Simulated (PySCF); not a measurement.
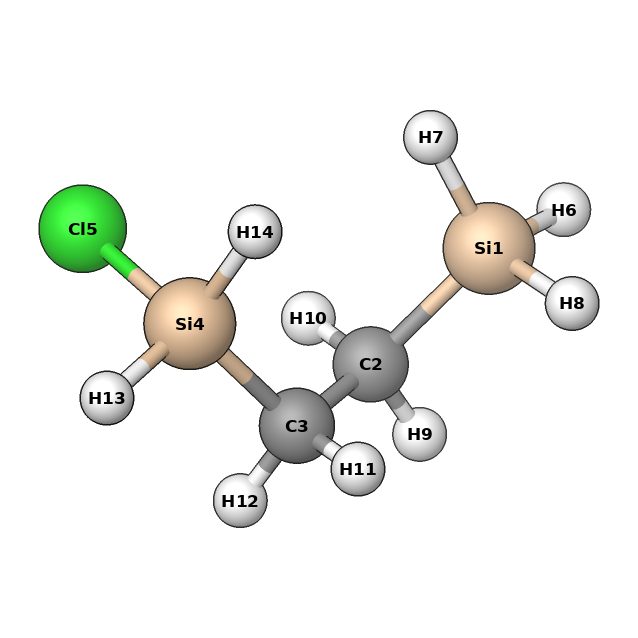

The geometry was computed by an optimisation with PBE0-D3(BJ)/def2-SVP. No frequency run is at hand to confirm it as a minimum. Electric field gradients from the ground-state density, PBE0/STO-3G (PySCF 2.14.0), non-relativistic apart from any core potentials.

Give the largest field-gradient component, the quadrupole coupling constant and the asymmetry for 35Cl at Cl5 (Q = −81.7 mb).

| atom | V_zz (a.u.) | e²qQ/h (MHz) | η |
| --- | --- | --- | --- |
| Cl5 | 2.785 | −53.5 | 0.01 |
